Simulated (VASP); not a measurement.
Band structure of BeTe (relaxed from the layered h-BN type structure, space group P6_3/mmc). Level of theory: PBEsol GGA, VASP's PBE PAW potentials (set 64) (plane waves; VASP).

Without a dispersion term in the relaxation, distances and binding between the weakly bound layers, chains or molecules are unreliable, and so is what depends on them. Unless said otherwise, spin-orbit coupling is left out, though it shifts the bands of the heavy elements here.

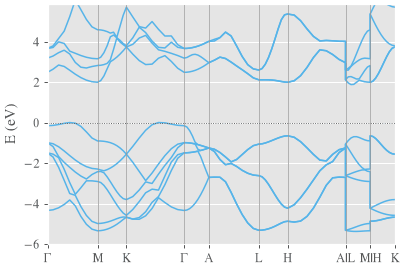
*Bands along high-symmetry lines, zero at the valence-band maximum or, without a gap, the Fermi level*

### Question
Read the plot: is there a gap, and where are the band edges?

### Answer
The gap is indirect, 1.87 eV, from the valence maximum at K-Γ at 0.56 to the conduction minimum at L-M at 0.22. (Edges off the drawn lines would not show.)

The structure was generated: BeTe was put into the layered h-BN type type (P6_3/mmc), which need not be its known phase. It was relaxed first, which changed the volume by -26 %.
